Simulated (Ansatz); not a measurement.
# Run report: CH7NO2Si2, geometry relaxation (part 1 of 3)

- system: CH7NO2Si2
- method: RHF/def2-SVP (Ansatz 0.2.0)

It belongs to a series of runs on one base structure; here: end point B relaxed. Figures and captions count atoms from 1; the log counts them from 0 in places.

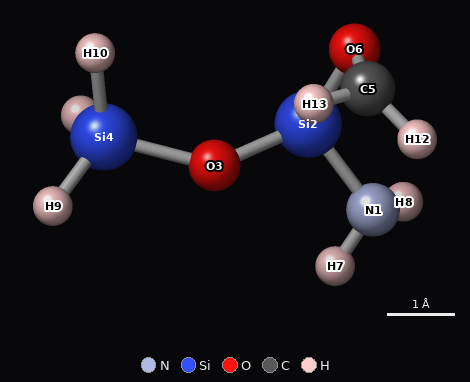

Fig. 1: The structure as given in the input (ball-and-stick view, seen at an oblique angle; atoms are numbered from 1 in the order of the input). Bond lengths as drawn: C–H 1.04 to 1.07 Å, C–O 1.37 Å, H–N 1.04 to 1.05 Å, H–Si 1.40 to 1.52 Å, N–Si 1.64 Å and O–Si 1.58 to 1.73 Å.

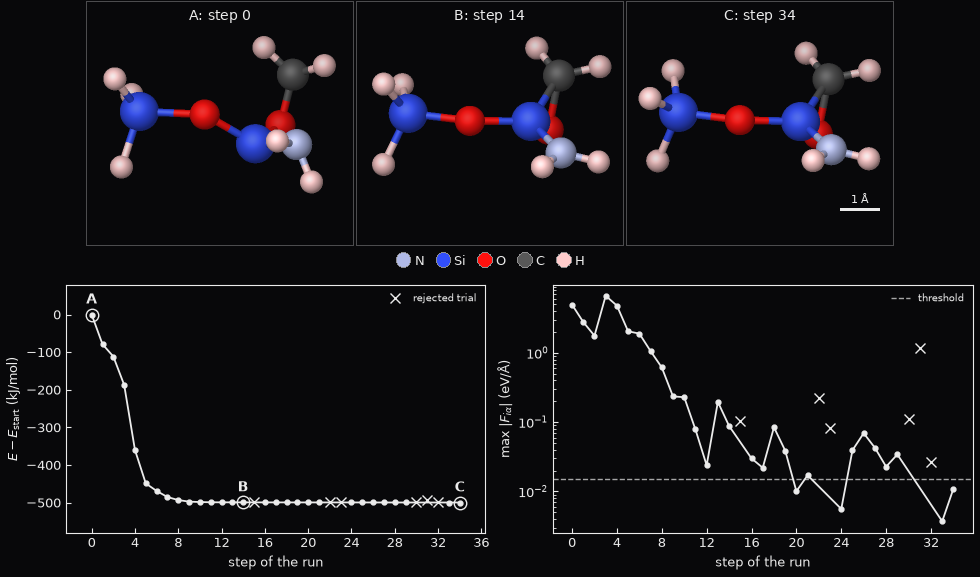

Fig. 2: Frames of the relaxation (ball-and-stick view, seen at a tilt) above the curves, on which the letters mark them (the first geometry is step 0 here and step 1 in the log).

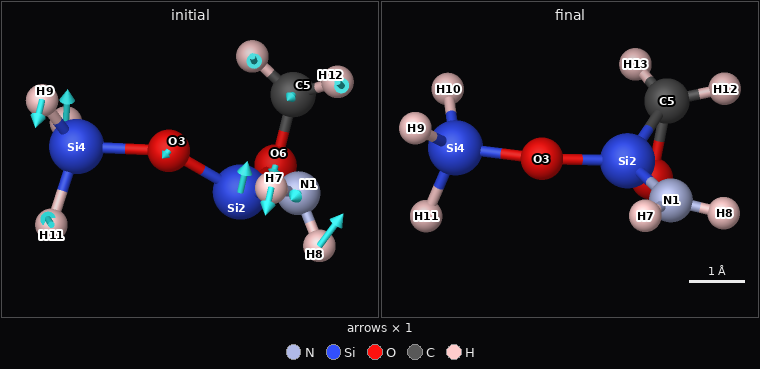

Fig. 3: Before (left) and after (right) the relaxation, at one scale (ball-and-stick view, seen at a tilt). The teal arrows give the displacements, at true length. After 34 geometry steps the energy has fallen by 499.5 kJ/mol. The largest force component goes from 5 to 0.011 eV/Å. The line search rejected the trial steps at points 15, 22, 23, 30, 31, 32 (counted from 0) and went back. The largest move after the best rigid fit is that of H8, 0.77 Å. By element the largest moves are H 0.77 Å, Si 0.64 Å, N 0.35 Å, O 0.26 Å, C 0.22 Å. Among the contacts that change: Si2–C5 2.328 → 1.800 Å, C5–O6 1.367 → 1.488 Å, O3–Si4 1.726 → 1.650 Å, Si4–H9 1.403 → 1.477 Å. Among the angles that change: Si2–O6–C5 103.9° → 70.3°, Si2–N1–H8 108.7° → 123.7°, Si2–O3–Si4 139.1° → 152.4°. (Atoms are counted from 1 in the order of the input.)

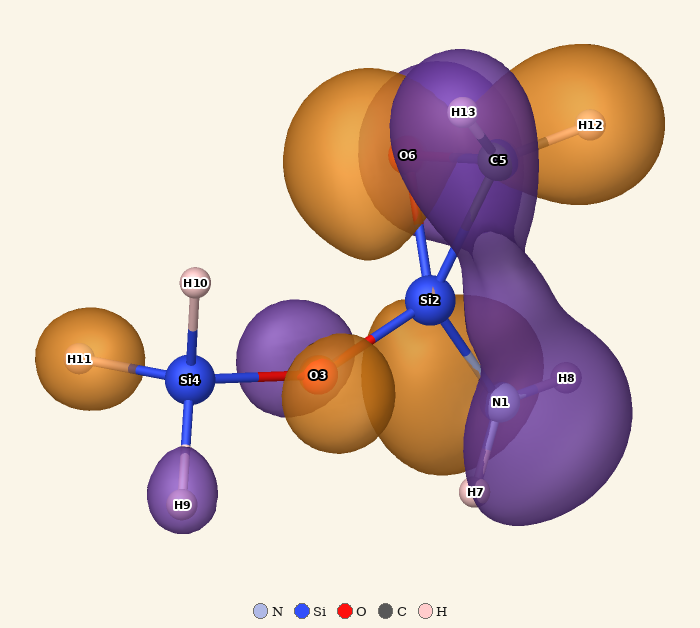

Fig. 4: The HOMO−1 at ±0.08 Å⁻³ᐟ² (orange and purple are the two phases), seen at a tilt. It lies mainly on O6 (35 %), N1 (25 %), C5 (10 %) and Si2 (10 %). Its energy is −11.79 eV.

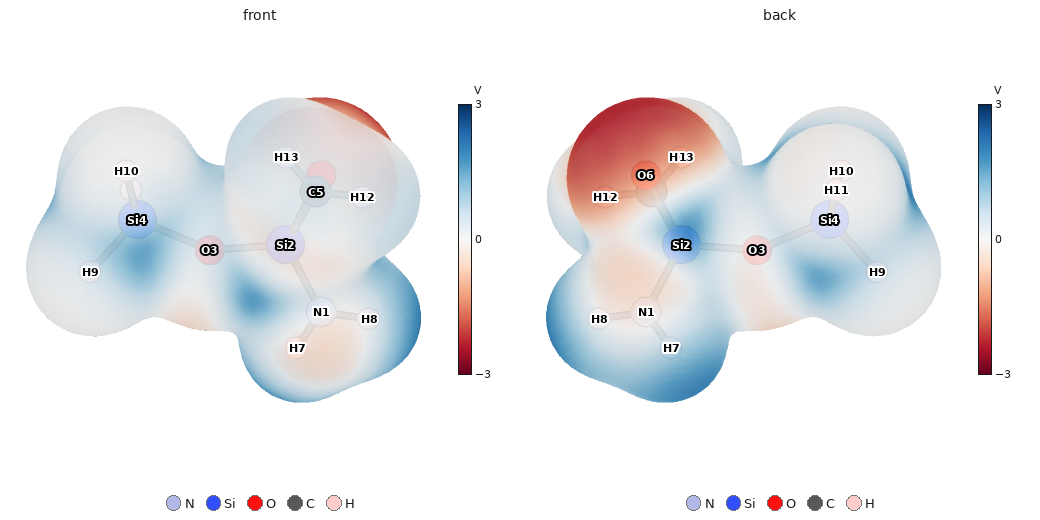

Fig. 5: The electrostatic potential painted on the density surface at 0.002 e/bohr³, seen at a tilt and from behind; red is negative and blue positive. A positive charge is drawn to the negative regions and a negative charge to the positive ones.

These pictures come from the run below.

## Input file
```yaml
crystal:
  periodic: [false, false, false]
  atoms:
    - { symbol: "N", position_ang: [-1.6275, 0.6268, -1.2952] }
    - { symbol: Si, position_ang: [-0.9838, -0.3019, -0.0999] }
    - { symbol: O, position_ang: [0.5658, -0.5428, -0.5254] }
    - { symbol: Si, position_ang: [1.8308, -1.6842, -0.2512] }
    - { symbol: C, position_ang: [-0.6613, 1.439, 1.4118] }
    - { symbol: O, position_ang: [-1.3174, 0.2408, 1.3499] }
    - { symbol: H, position_ang: [-1.07596, 0.51989, -2.16905] }
    - { symbol: H, position_ang: [-2.54087, 0.20862, -1.58941] }
    - { symbol: H, position_ang: [2.9817, -1.3412, -0.976] }
    - { symbol: H, position_ang: [2.0853, -1.7526, 1.2204] }
    - { symbol: H, position_ang: [1.2325, -3.0157, -0.6626] }
    - { symbol: H, position_ang: [-1.0246, 2.2753, 0.8456] }
    - { symbol: H, position_ang: [0.3753, 1.4595, 1.4282] }
basis:
  gaussian: { orbitals: def2-SVP }
hamiltonian:
  xc: hf
relax:
  f_tol: 0.015
  max_steps: 40
output:
  orbitals: {}
```

Launched with:
```bash
ansatz run input.yaml --threads 2 --pin off --max-ram 3072MiB --backend cpu --events-out ev --progress --plain --runs-dir out
```

## The program's output
```
The last accepted step is kept in [file] (removed where the run ends without a failure and the disk answers)
Engine: ansatz 0.2.0, x86_64-unknown-linux-gnu
Functional definition: HF
  exchange = exact_x
  correlation = 0
1330 factors; integrals over basis functions are off by at most 6.1e-4 eV
mean field evaluation 1: about -22402.7673 eV, gradient 4.9e1 eV
mean field evaluation 2: about -22402.8386 eV, gradient 4.9e1 eV
mean field evaluation 4: about -22408.7502 eV, gradient 9.5e0 eV
mean field evaluation 8: about -22409.1044 eV, gradient 5.1e-1 eV
mean field evaluation 16: about -22405.3548 eV, gradient 2.6e1 eV
mean field -22409.10979177 eV, -823.5195954072 hartree, gradient 2.0e-5 eV, S^2 0.000000; 0 other end points of the search recorded, 0 dependent functions left out
the calculation of the forces begins
reference -22409.10979177 eV, -823.5195954072 hartree; 32, 32 occupied and 95, 95 virtual orbitals, 1330 factors
relax step   1: F+E_penalty+E_count = -22409.10979177 eV  Δ(F+E_penalty+E_count) = +0.000e0 eV  max|allowed force component| = 4.965e0 eV/Å  Δτ_max = 0.0000 Å  (50 SCF iters, accepted)
these checks for a lower state are left out or cut short: starts, cluster_reference, orbital_swaps, neighbouring_geometries, increment
1330 factors; integrals over basis functions are off by at most 5.9e-4 eV
mean field -22409.92650122 eV, -823.5496089261 hartree, gradient 2.2e-5 eV, S^2 0.000000; 0 other end points of the search recorded, 0 dependent functions left out
[... from here on the field's lines of each further geometry are left out, up to the last ...]
relax step   2: F+E_penalty+E_count = -22409.92650122 eV  Δ(F+E_penalty+E_count) = -8.167e-1 eV  max|allowed force component| = 2.791e0 eV/Å  Δτ_max = 0.1623 Å  (38 SCF iters, accepted)
relax step   3: F+E_penalty+E_count = -22410.26496818 eV  Δ(F+E_penalty+E_count) = -3.385e-1 eV  max|allowed force component| = 1.768e0 eV/Å  Δτ_max = 0.1985 Å  (39 SCF iters, accepted)
relax step   4: F+E_penalty+E_count = -22411.04449394 eV  Δ(F+E_penalty+E_count) = -7.795e-1 eV  max|allowed force component| = 6.677e0 eV/Å  Δτ_max = 0.1947 Å  (43 SCF iters, accepted)
relax step   5: F+E_penalty+E_count = -22412.84199761 eV  Δ(F+E_penalty+E_count) = -1.798e0 eV  max|allowed force component| = 4.809e0 eV/Å  Δτ_max = 0.1933 Å  (41 SCF iters, accepted)
relax step   6: F+E_penalty+E_count = -22413.76089683 eV  Δ(F+E_penalty+E_count) = -9.189e-1 eV  max|allowed force component| = 2.049e0 eV/Å  Δτ_max = 0.1949 Å  (32 SCF iters, accepted)
relax step   7: F+E_penalty+E_count = -22413.96722240 eV  Δ(F+E_penalty+E_count) = -2.063e-1 eV  max|allowed force component| = 1.900e0 eV/Å  Δτ_max = 0.2000 Å  (32 SCF iters, accepted)
relax step   8: F+E_penalty+E_count = -22414.13618526 eV  Δ(F+E_penalty+E_count) = -1.690e-1 eV  max|allowed force component| = 1.062e0 eV/Å  Δτ_max = 0.1995 Å  (32 SCF iters, accepted)
relax step   9: F+E_penalty+E_count = -22414.21864424 eV  Δ(F+E_penalty+E_count) = -8.246e-2 eV  max|allowed force component| = 6.163e-1 eV/Å  Δτ_max = 0.2000 Å  (32 SCF iters, accepted)
relax step  10: F+E_penalty+E_count = -22414.26243070 eV  Δ(F+E_penalty+E_count) = -4.379e-2 eV  max|allowed force component| = 2.354e-1 eV/Å  Δτ_max = 0.1997 Å  (32 SCF iters, accepted)
relax step  11: F+E_penalty+E_count = -22414.27317125 eV  Δ(F+E_penalty+E_count) = -1.074e-2 eV  max|allowed force component| = 2.292e-1 eV/Å  Δτ_max = 0.2000 Å  (32 SCF iters, accepted)
relax step  12: F+E_penalty+E_count = -22414.27972549 eV  Δ(F+E_penalty+E_count) = -6.554e-3 eV  max|allowed force component| = 7.842e-2 eV/Å  Δτ_max = 0.0623 Å  (33 SCF iters, accepted)
relax step  13: F+E_penalty+E_count = -22414.28139403 eV  Δ(F+E_penalty+E_count) = -1.669e-3 eV  max|allowed force component| = 2.386e-2 eV/Å  Δτ_max = 0.0400 Å  (33 SCF iters, accepted)
relax step  14: F+E_penalty+E_count = -22414.28146590 eV  Δ(F+E_penalty+E_count) = -7.187e-5 eV  max|allowed force component| = 1.958e-1 eV/Å  Δτ_max = 0.0580 Å  (33 SCF iters, accepted)
relax step  15: F+E_penalty+E_count = -22414.28214049 eV  Δ(F+E_penalty+E_count) = -6.746e-4 eV  max|allowed force component| = 8.816e-2 eV/Å  Δτ_max = 0.0264 Å  (34 SCF iters, accepted)
relax step  16: F+E_penalty+E_count = -22414.28104277 eV  Δ(F+E_penalty+E_count) = +1.098e-3 eV  max|allowed force component| = 1.022e-1 eV/Å  Δτ_max = 0.0378 Å  (33 SCF iters, rejected (line search))
relax step  17: F+E_penalty+E_count = -22414.28273568 eV  Δ(F+E_penalty+E_count) = -5.952e-4 eV  max|allowed force component| = 2.997e-2 eV/Å  Δτ_max = 0.0189 Å  (34 SCF iters, accepted)
relax step  18: F+E_penalty+E_count = -22414.28318443 eV  Δ(F+E_penalty+E_count) = -4.487e-4 eV  max|allowed force component| = 2.195e-2 eV/Å  Δτ_max = 0.0549 Å  (33 SCF iters, accepted)
relax step  19: F+E_penalty+E_count = -22414.28323516 eV  Δ(F+E_penalty+E_count) = -5.074e-5 eV  max|allowed force component| = 8.427e-2 eV/Å  Δτ_max = 0.0893 Å  (32 SCF iters, accepted)
relax step  20: F+E_penalty+E_count = -22414.28361534 eV  Δ(F+E_penalty+E_count) = -3.802e-4 eV  max|allowed force component| = 3.892e-2 eV/Å  Δτ_max = 0.0096 Å  (26 SCF iters, accepted)
relax step  21: F+E_penalty+E_count = -22414.28383140 eV  Δ(F+E_penalty+E_count) = -2.161e-4 eV  max|allowed force component| = 1.007e-2 eV/Å  Δτ_max = 0.0077 Å  (25 SCF iters, accepted)
relax step  22: F+E_penalty+E_count = -22414.28416974 eV  Δ(F+E_penalty+E_count) = -3.383e-4 eV  max|allowed force component| = 1.709e-2 eV/Å  Δτ_max = 0.0439 Å  (33 SCF iters, accepted)
relax step  23: F+E_penalty+E_count = -22414.28053515 eV  Δ(F+E_penalty+E_count) = +3.635e-3 eV  max|allowed force component| = 2.208e-1 eV/Å  Δτ_max = 0.1934 Å  (32 SCF iters, rejected (line search))
relax step  24: F+E_penalty+E_count = -22414.28342089 eV  Δ(F+E_penalty+E_count) = +7.489e-4 eV  max|allowed force component| = 8.256e-2 eV/Å  Δτ_max = 0.0114 Å  (35 SCF iters, rejected (line search))
relax step  25: F+E_penalty+E_count = -22414.28425723 eV  Δ(F+E_penalty+E_count) = -8.749e-5 eV  max|allowed force component| = 5.581e-3 eV/Å  Δτ_max = 0.0055 Å  (26 SCF iters, accepted)
relax step  26: F+E_penalty+E_count = -22414.28490481 eV  Δ(F+E_penalty+E_count) = -6.476e-4 eV  max|allowed force component| = 3.935e-2 eV/Å  Δτ_max = 0.0917 Å  (32 SCF iters, accepted)
relax step  27: F+E_penalty+E_count = -22414.28496148 eV  Δ(F+E_penalty+E_count) = -5.667e-5 eV  max|allowed force component| = 6.934e-2 eV/Å  Δτ_max = 0.0555 Å  (33 SCF iters, accepted)
relax step  28: F+E_penalty+E_count = -22414.28531055 eV  Δ(F+E_penalty+E_count) = -3.491e-4 eV  max|allowed force component| = 4.263e-2 eV/Å  Δτ_max = 0.0061 Å  (27 SCF iters, accepted)
relax step  29: F+E_penalty+E_count = -22414.28559280 eV  Δ(F+E_penalty+E_count) = -2.822e-4 eV  max|allowed force component| = 2.277e-2 eV/Å  Δτ_max = 0.0178 Å  (26 SCF iters, accepted)
relax step  30: F+E_penalty+E_count = -22414.28592901 eV  Δ(F+E_penalty+E_count) = -3.362e-4 eV  max|allowed force component| = 3.419e-2 eV/Å  Δτ_max = 0.0561 Å  (33 SCF iters, accepted)
relax step  31: F+E_penalty+E_count = -22414.28507683 eV  Δ(F+E_penalty+E_count) = +8.522e-4 eV  max|allowed force component| = 1.111e-1 eV/Å  Δτ_max = 0.1313 Å  (32 SCF iters, rejected (line search))
relax step  32: F+E_penalty+E_count = -22414.22287484 eV  Δ(F+E_penalty+E_count) = +6.305e-2 eV  max|allowed force component| = 1.172e0 eV/Å  Δτ_max = 0.0656 Å  (33 SCF iters, rejected (line search))
relax step  33: F+E_penalty+E_count = -22414.28588245 eV  Δ(F+E_penalty+E_count) = +4.657e-5 eV  max|allowed force component| = 2.680e-2 eV/Å  Δτ_max = 0.0079 Å  (25 SCF iters, rejected (line search))
relax step  34: F+E_penalty+E_count = -22414.28600104 eV  Δ(F+E_penalty+E_count) = -7.202e-5 eV  max|allowed force component| = 3.703e-3 eV/Å  Δτ_max = 0.0038 Å  (26 SCF iters, accepted)
the calculation of the forces begins
reference -22414.28626365 eV, -823.7098272401 hartree; 32, 32 occupied and 95, 95 virtual orbitals, 1330 factors
relax step  35: F+E_penalty+E_count = -22414.28626365 eV  Δ(F+E_penalty+E_count) = -2.626e-4 eV  max|allowed force component| = 1.095e-2 eV/Å  Δτ_max = 0.0569 Å  (33 SCF iters, accepted)
1330 factors; integrals over basis functions are off by at most 4.0e-4 eV
mean field -22414.28626365 eV, -823.7098272401 hartree, gradient 2.4e-5 eV, S^2 0.000000; 1 other end points of the search recorded, 0 dependent functions left out
the calculation of the forces begins
reference -22414.28626365 eV, -823.7098272401 hartree; 32, 32 occupied and 95, 95 virtual orbitals, 1330 factors
Total energy: -22414.28626365 eV, -823.7098272401 hartree
Atom 0 at    -1.577132     0.493777    -1.608161 Å, force     0.005487    -0.002491    -0.010424 eV/Å
Atom 1 at    -0.668982     0.244154    -0.213318 Å, force    -0.004746     0.000322     0.004336 eV/Å
Atom 2 at     0.568878    -0.722570    -0.609660 Å, force     0.008796    -0.002247    -0.000991 eV/Å
Atom 3 at     1.826058    -1.720151    -0.226623 Å, force     0.001853    -0.004796     0.006288 eV/Å
Atom 4 at    -0.634338     1.300505     1.243773 Å, force    -0.003760    -0.009056    -0.006006 eV/Å
Atom 5 at    -1.413428     0.033136     1.224904 Å, force     0.007628     0.007871    -0.000734 eV/Å
Atom 6 at    -1.308788     0.124289    -2.497130 Å, force    -0.000351     0.001488     0.005771 eV/Å
Atom 7 at    -2.451908     0.976675    -1.621742 Å, force    -0.001335     0.000641     0.004515 eV/Å
Atom 8 at     2.770017    -1.737116    -1.362766 Å, force    -0.010251    -0.001681     0.003890 eV/Å
Atom 9 at     2.520584    -1.222544     0.980913 Å, force    -0.005316     0.000167    -0.005491 eV/Å
Atom 10 at     1.323291    -3.087502     0.020354 Å, force     0.003947     0.010953    -0.003827 eV/Å
Atom 11 at    -1.276043     2.169049     1.372306 Å, force    -0.005731     0.002986     0.000278 eV/Å
Atom 12 at     0.161762     1.279808     1.984290 Å, force     0.003780    -0.004156     0.002395 eV/Å
Dipole moment:     0.143527     0.163615    -0.524523 e Å
```

## Trajectory as extended XYZ (Å, eV, eV/Å), 35 frames, from step=1 to step=35
```
13
Properties=species:S:1:pos:R:3:forces:R:3 step=1 energy=-22409.10979
N    -1.6275    0.6268   -1.2952   -2.4910  -0.4695  -4.9655
Si   -0.9838   -0.3019   -0.0999    1.8337  -1.6067  -1.5003
O     0.5658   -0.5428   -0.5254    2.3416  -1.6060   0.2941
Si    1.8308   -1.6842   -0.2512   -3.3985   0.0028   1.0193
C    -0.6613    1.4390    1.4118   -1.2962   0.1943  -0.7274
O    -1.3174    0.2408    1.3499   -0.7988   1.1548   4.7908
H    -1.0760    0.5199   -2.1690   -0.4585   0.6753   1.2386
H    -2.5409    0.2086   -1.5894    1.1239   1.1956   0.6294
H     2.9817   -1.3412   -0.9760    1.2426   0.4497  -0.8868
H     2.0853   -1.7526    1.2204    0.1321   0.0879  -0.3721
H     1.2325   -3.0157   -0.6626    0.5300   0.4970   0.0433
H    -1.0246    2.2753    0.8456   -0.8962   0.0647  -0.1649
H     0.3753    1.4595    1.4282    2.1351  -0.6399   0.6012
```
